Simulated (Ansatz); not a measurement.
Input file:

```
crystal:
  lattice:
    - [3.3931097983, 0.0, 0.0]
    - [0.0, 3.3931097983, 0.0]
    - [0.0, 0.0, 9.2479902129]
  atoms:
    - { symbol: Zr, position: [0.5, 0.5, 0.3238718882] }
    - { symbol: Zr, position: [0.5, 0.5, 0.6761281118] }
    - { symbol: Ge, position: [0.5, 0.5, 0.0] }
    - { symbol: Mo, position: [0.0, 0.0, 0.8653994641] }
    - { symbol: Mo, position: [0.0, 0.0, 0.1346005359] }
    - { symbol: Mo, position: [0.0, 0.0, 0.5] }
basis:
  ecutwfc: 420
kpoints:
  mp_grid: { grid: [12, 12, 4] }
hamiltonian:
  xc: pbe
scf:
  occupations: { method: gaussian, width: 0.1 }
output:
  forces: true
  stress: true
  eigenvalues: true
  write_density: true
  write_potential: true
  elf: true
  volumetric_format: npy
relax:
  adjacent_minimum: "off"
  f_tol: 0.01
  max_steps: 80
  cell: { stress_tol: 0.05 }
```

Command:

```sh
ansatz run input.yaml --threads 1 --pin off --max-ram 2560MiB --backend cpu --events-out ev --progress --plain --runs-dir out
```

Below, planes, directions and counts refer to the conventional cell (a = 3.40 Å, b = 3.40 Å, c = 9.22 Å, α = 90.00°, β = 90.00°, γ = 90.00°).

The fields are those of the run's last geometry, not of the input's.

Space group P4/mmm; a structure generated by program, which may or may not match a known phase; computed without spin polarisation.

All numbers below come from DFT PBE, scalar-relativistic, plane waves, PAW (Ansatz).

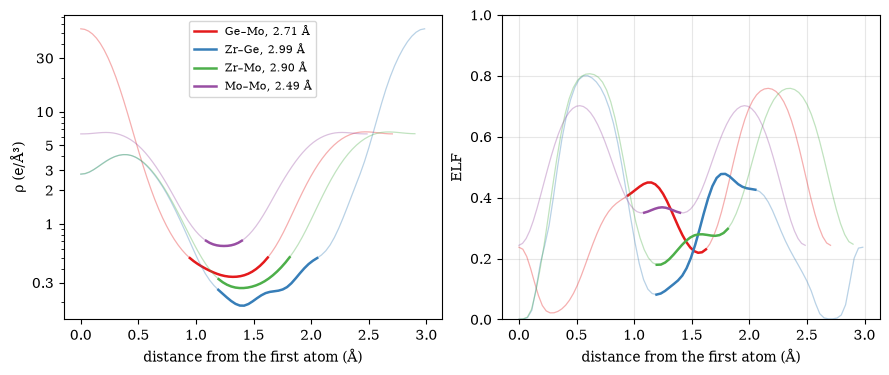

Zr$_{2}$GeMo$_{3}$. Valence charge density (pseudo) and electron localisation function along straight lines between neighbouring atoms. Thin, pale parts lie inside the atomic spheres.

The density is the valence pseudo-density of a PAW calculation; it isn't the true density close to the nuclei.

### What can be read from the curves?

Ge–Mo (2.71 Å): ρ at the midpoint is about 0.34 e/Å³; the ELF is about 0.35 at the midpoint: no shared electron pair shows on this line.
Zr–Ge (2.99 Å): ρ is about 0.2 e/Å³ halfway; the ELF is about 0.20 at the midpoint: no shared electron pair shows on this line.
Zr–Mo (2.90 Å): ρ is about 0.27 e/Å³ halfway; the ELF is about 0.25 at the midpoint; no localised pair shows between them.
Mo–Mo (2.49 Å): ρ is about 0.64 e/Å³ halfway; the ELF is about 0.35 at the midpoint.
